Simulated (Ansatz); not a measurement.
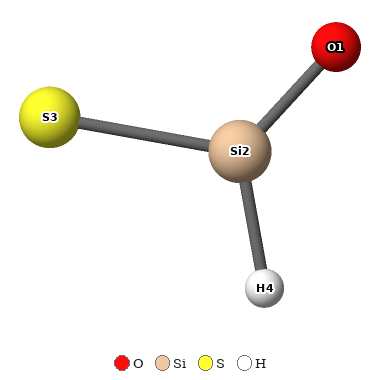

The system is HOSSi, SMILES [O][SiH]=S, spin multiplicity 2; the picture shows the reference structure. First axis: bond length O1–Si2. Second axis: angle O1–Si2–H4. Nothing is relaxed (all other coordinates rigid). The grid has 13 × 13 points. Points are written as (first, second). Energies: kcal/mol, counted from the lowest grid point. All numbers below come from UKS PBE0-D4/def2-TZVP (Ansatz 0.2.0).

Its coordinates:

```yaml
atoms:
  - { symbol: O, position_ang: [-1.5643, -0.1360, 0.4989] }
  - { symbol: Si, position_ang: [-0.1501, 0.1108, 0.0040] }
  - { symbol: S, position_ang: [1.3335, -1.3349, 0.0882] }
  - { symbol: H, position_ang: [0.3808, 1.3601, -0.5911] }
```

Range: bond length O1–Si2 from 1.245 to 2.278 Å; angle O1–Si2–H4 from 102.0 to 152.0°.

Q: Predict the map.

A: The lowest grid point is at (1.503 Å, 127.0°). It is the only kind of minimum in the scanned range. The highest grid point, (1.245 Å, 152.0°), lies 101 kcal/mol above the lowest.

```
angle O1–Si2–H4 ↓, bond length O1–Si2 →  1.245  1.331  1.417  1.503  1.589  1.675  1.761  1.847  1.934  2.020  2.106  2.192  2.278
                                  152.0    101     47     21     11     12     20     31     42     54     65     74     82     90
                                  147.8     96     43     17      8      9     17     28     40     52     62     71     79     87
                                  143.6     93     40     14      5      7     15     26     38     49     59     68     77     84
                                  139.5     90     37     11      3      5     13     25     37     47     57     66     74     82
                                  135.3     88     35     10      1      4     12     24     35     46     55     64     72     80
                                  131.1     86     34      8      0      3     12     23     34     44     53     62     71     79
                                  127.0     86     33      8      0      3     12     23     34     43     52     61     69     77
                                  122.8     86     33      8      0      3     12     23     33     42     51     60     68     76
                                  118.6     87     34      9      1      4     13     24     33     41     50     59     67     76
                                  114.5     88     36     11      3      5     14     25     33     41     50     59     67     75
                                  110.3     91     38     13      5      7     16     26     33     41     50     59     67     75
                                  106.1     94     41     15      7     10     19     27     34     42     50     59     68     76
                                  102.0     97     44     19     10     12     21     28     35     43     51     60     68     76
```

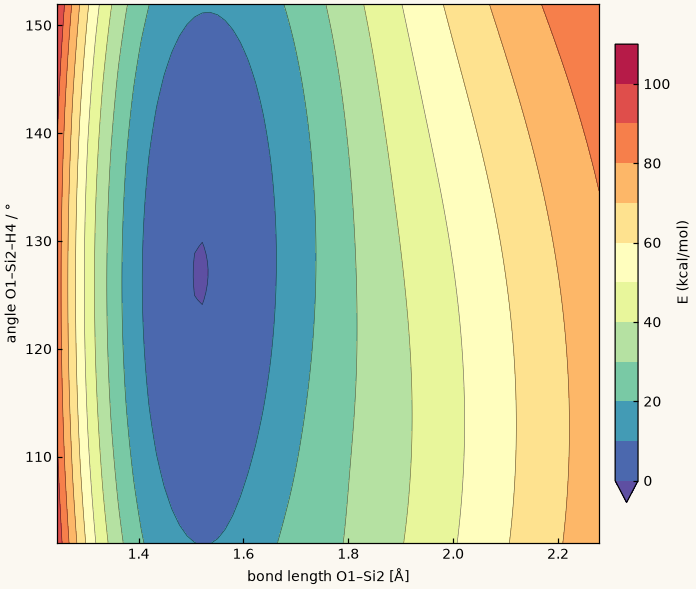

In the figure: filled contours. Between grid points the surface is interpolated.

Each point was launched as `ansatz run input.yaml --threads 1 --pin off --max-ram 2560MiB --backend cpu --events-out ev --progress --plain --runs-dir out`. Time for the 169 points that were run: 35 min on 1 thread of Arm Neoverse V2 (shared host).
